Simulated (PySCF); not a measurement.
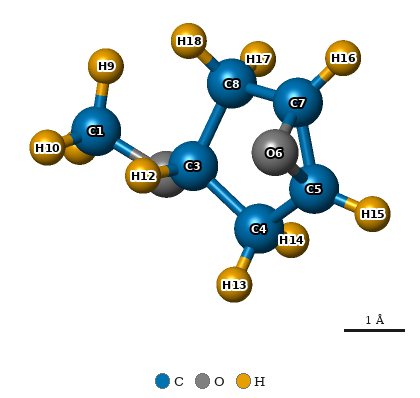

The structure as given in the input (ball-and-stick view, seen at a tilt; atoms are numbered from 1 in the order of the input). Bond lengths as drawn: C–C 1.46 to 1.55 Å, C–H 1.08 to 1.10 Å and C–O 1.40 to 1.41 Å.

**C₆H₁₀O₂: NMR shielding calculation**

The run: NMR shielding calculation of C₆H₁₀O₂. Method and program: GIAO LC-wPBE/6-31G* NMR shielding, non-relativistic, gas phase (PySCF 2.14.0).

The geometry comes from this level: GFN2-xTB. Figures and captions count atoms from 1; the log counts them from 0 in places.

### The program's output
```
coarse grid: 14888 points
cycle   1  E = -384.7624467632  dE =  1.915e+00  |g| = 8.342e-01  |ddm| = 3.877e+00
cycle   2  E = -384.7610727999  dE =  1.374e-03  |g| = 9.080e-01  |ddm| = 1.265e+00
cycle   3  E = -384.9061914035  dE = -1.451e-01  |g| = 5.951e-02  |ddm| = 6.726e-01
cycle   4  E = -384.9069693959  dE = -7.780e-04  |g| = 2.977e-02  |ddm| = 7.648e-02
cycle   5  E = -384.9071537756  dE = -1.844e-04  |g| = 9.747e-03  |ddm| = 3.346e-02
cycle   6  E = -384.9071715431  dE = -1.777e-05  |g| = 2.513e-03  |ddm| = 1.015e-02
cycle   7  E = -384.9071730167  dE = -1.474e-06  |g| = 4.713e-04  |ddm| = 3.113e-03
final grid: 143384 points
cycle   8  E = -384.8138216586  dE = -5.677e-05  |g| = 5.966e-03  |ddm| = 2.399e-02
cycle   9  E = -384.8138246707  dE = -3.012e-06  |g| = 5.603e-03  |ddm| = 9.103e-03
cycle  10  E = -384.8138306090  dE = -5.938e-06  |g| = 7.101e-04  |ddm| = 4.045e-03
cycle  11  E = -384.8138307121  dE = -1.030e-07  |g| = 2.716e-04  |ddm| = 7.846e-04
cycle  12  E = -384.8138307304  dE = -1.838e-08  |g| = 5.950e-05  |ddm| = 4.182e-04
cycle  13  E = -384.8138307312  dE = -7.469e-10  |g| = 2.461e-05  |ddm| = 8.526e-05
```

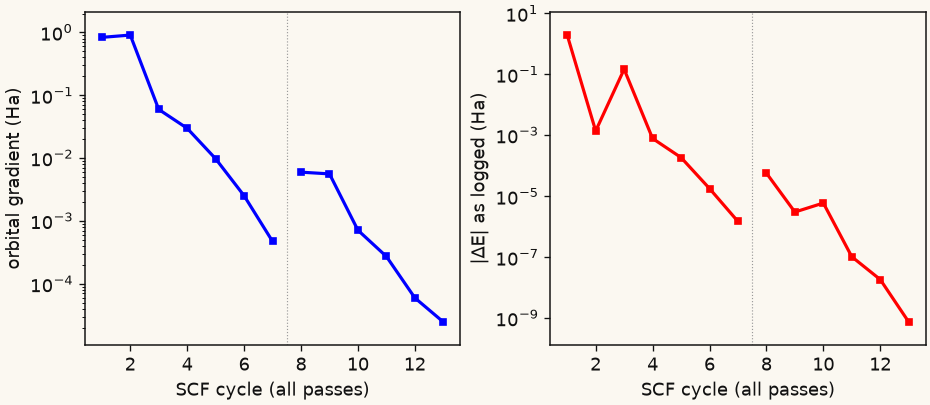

Convergence of the self-consistent field: orbital gradient and size of the energy change against the SCF cycle. The dotted line marks the change from a coarse to the final integration grid. The first 7 cycles use a coarse grid, the final grid takes over at cycle 8, and the field converges after 13 cycles in all.

```
converged SCF energy = -384.8138307312

GIAO shielding tensors (ppm)
atom      isotropic    diamagn.    paramagn.     s11        s22        s33       span
  0 C      144.836     244.340     -99.504    115.152    124.174    195.181     80.028
  1 O      317.386     389.661     -72.275    294.264    309.688    348.205     53.941
  2 C      126.713     240.909    -114.197     96.392    112.713    171.033     74.641
  3 C      165.599     248.401     -82.803    140.573    169.500    186.723     46.151
  4 C      151.416     249.346     -97.930    109.525    149.743    194.980     85.455
  5 O      327.968     397.660     -69.692    187.599    395.300    401.006    213.407
  6 C      150.891     247.087     -96.196    109.843    147.835    194.996     85.153
  7 C      167.328     249.541     -82.213    145.830    173.223    182.931     37.101
  8 H       29.167      29.308      -0.142     24.680     27.749     35.071     10.392
  9 H       29.373      28.956       0.418     25.747     26.876     35.496      9.750
 10 H       28.838      28.646       0.192     24.637     26.417     35.460     10.823
 11 H       28.648      31.062      -2.414     25.399     28.985     31.561      6.161
 12 H       30.100      29.938       0.162     26.143     28.494     35.663      9.519
 13 H       30.894      30.818       0.076     26.649     29.759     36.274      9.626
 14 H       29.423      28.442       0.981     23.095     26.867     38.306     15.211
 15 H       29.342      28.298       1.044     22.952     26.855     38.219     15.268
 16 H       31.107      31.305      -0.198     26.838     30.030     36.454      9.616
 17 H       30.098      30.865      -0.766     25.769     29.492     35.034      9.265
```

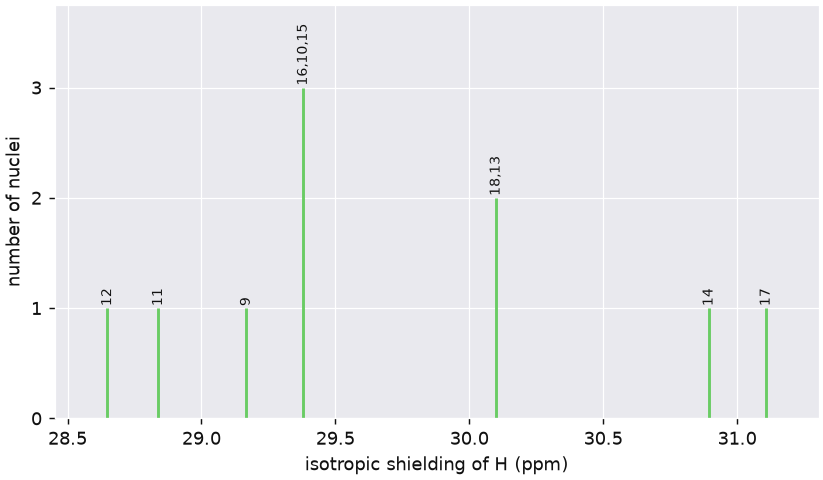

Isotropic shieldings of the hydrogen nuclei in this fixed geometry, labelled by atom number; shielding grows to the right, so chemical shift grows to the left. The least shielded is H12 (28.6 ppm), the most shielded H17 (31.1 ppm).

The run was set up as follows.

### Input
```
{"job": {"xc": "LC-wPBE", "basis": "6-31G*", "kind": "nmr", "pop": false}, "charge": 0, "multiplicity": 1}
C      2.602223    -0.195728    -0.351389
O      1.377260     0.137068    -0.954265
C      0.329590     0.370083    -0.043549
C     -0.857290     0.994544    -0.802922
C     -2.077874     0.490495    -0.068990
O     -2.012761     0.604957     1.326119
C     -1.701197    -0.644285     0.774236
C     -0.223252    -0.918850     0.617446
H      2.551107    -1.156751     0.172363
H      2.916267     0.577417     0.360557
H      3.331404    -0.263601    -1.156404
H      0.668660     1.058841     0.744860
H     -0.795556     2.080921    -0.819565
H     -0.857425     0.622257    -1.827570
H     -3.059519     0.600434    -0.512283
H     -2.377894    -1.455005     1.015140
H     -0.081753    -1.765846    -0.056251
H      0.259252    -1.130632     1.570809
```

The first line tells a small driver script what to run in PySCF; the rest is the geometry in Å.

Launch command:
```bash
OMP_NUM_THREADS=1 python <driver script> task.json out
```

### Results in brief

- outcome: converged
- total energy: −384.813831 hartree
- HOMO: −9.78 eV
- LUMO: 5.16 eV
- dipole moment: 1.37 D
- isotropic shielding, C: 126.7 to 167.3 ppm
- isotropic shielding, O: 317.4 to 328.0 ppm
- isotropic shielding, H: 28.6 to 31.1 ppm
- hardware: 1 CPU thread, shared host
- wall time: 85 s
- peak memory: 0.68 GiB
